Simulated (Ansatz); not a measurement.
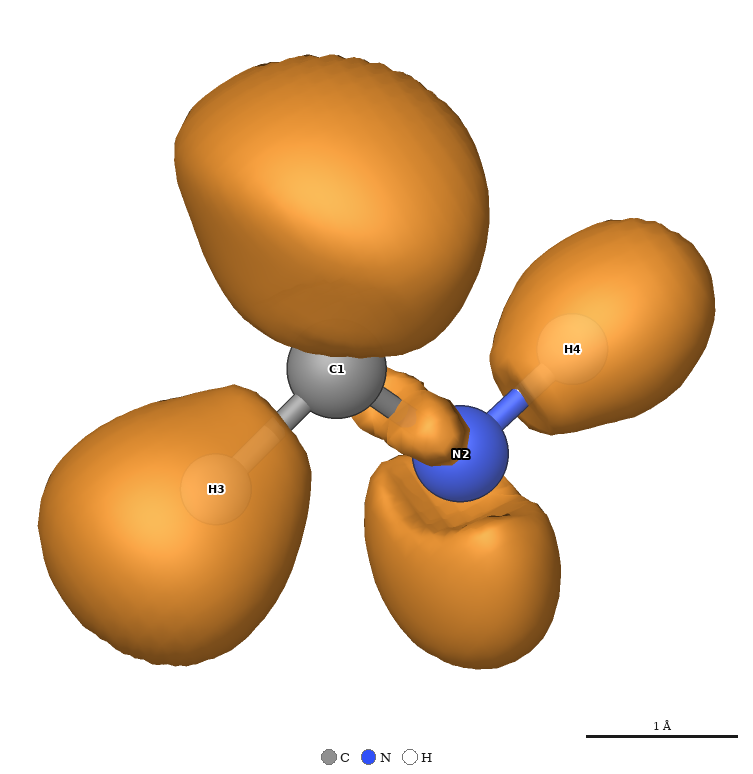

*CH2N (SMILES [CH-]=N) (charge −1). Isosurface of the ELF at 0.85 (orange), seen at a tilt. Only the valence region is drawn (cores and ρ < 0.01 e/Å³ removed).*

Geometry: PBE-D3(BJ)/def2-SVPD; the highest occupied orbital lies above zero, a sign that basis and functional describe the outermost electron poorly.

Method: Ansatz, isolated molecule in a Gaussian basis; Kohn-Sham density functional theory, functional PBE0.

```yaml
atoms:
  - { symbol: C, position_ang: [-1.0466, 0.6485, 0.5001] }
  - { symbol: N, position_ang: [-0.3002, 0.2655, 1.5158] }
  - { symbol: H, position_ang: [-0.7926, 1.7636, 0.3444] }
  - { symbol: H, position_ang: [-0.5018, -0.7428, 1.6890] }
```

> What do the ELF domains correspond to?

The surface consists of one region between bonded C–N atoms (shared pairs), two regions around hydrogen nuclei, one lobe on C, pointing away from the bonds (lone pairs) and one lobe on N, pointing away from the bonds (lone pairs).

Values along the shortest contacts:
C–N (1.32 Å): the ELF peaks at about 0.90 between the atoms (a covalent bond). N–H (1.04 Å): the ELF climbs to about 1 towards the hydrogen, as it does in any bond to H; a covalent bond by its length.
